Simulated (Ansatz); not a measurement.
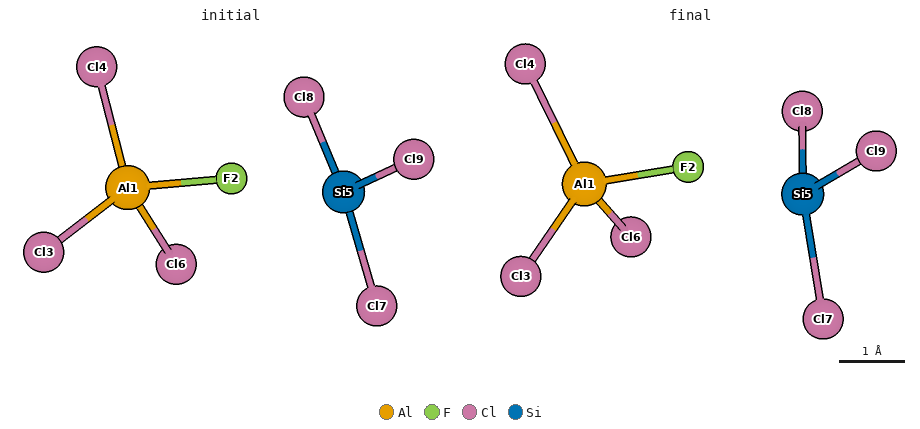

The structure of AlSiCl6F before (left) and after (right) a constrained relaxation, at one scale.

Style: ball-and-stick. Shown from a free direction.

The reaction that was planned forms Al1–Cl6, F2–Si5 and breaks Al1–F2, Si5–Cl6 (atoms numbered from 1 in input order).

Computed with RKS PBE0-D4/def2-SVP in Ansatz 0.2.0. (held fixed: the distance between atoms 1 (Al) and 6 (Cl), the distance between atoms 2 (F) and 5 (Si), the distance between atoms 1 (Al) and 2 (F), the distance between atoms 5 (Si) and 6 (Cl), counting from 1; force threshold 0.04 eV/Å; at most 150 steps)

**Summarise the run.**

The energy falls by 5.25 kcal/mol in 10 accepted moves (11 points after the start). The largest force component goes from 0.98 to 0.024 eV/Å. The line search rejected the trial step at point 10 of the run. The forces were under the threshold at step 5, but the run went on from there. Cl8 moves most after the best rigid fit: 0.74 Å. Largest moves by element: Cl 0.74 Å, F 0.20 Å, Al 0.08 Å, Si 0.05 Å. Near-neighbour distances that change, for instance: Al1–Cl3 2.044 → 2.105 Å, Si5–Cl8 1.950 → 1.999 Å, Al1–Cl4 2.065 → 2.107 Å, Si5–Cl7 1.962 → 1.999 Å. Among the angles between lasting bonds that change: Cl7–Si5–Cl8 125.8° → 120.9°, Cl8–Si5–Cl9 115.4° → 110.8°, F2–Al1–Cl3 113.3° → 109.2°.

Limits of the set-up: the start holds two separate molecules, 2.4 Å apart at their closest, whose relative position is a soft coordinate.
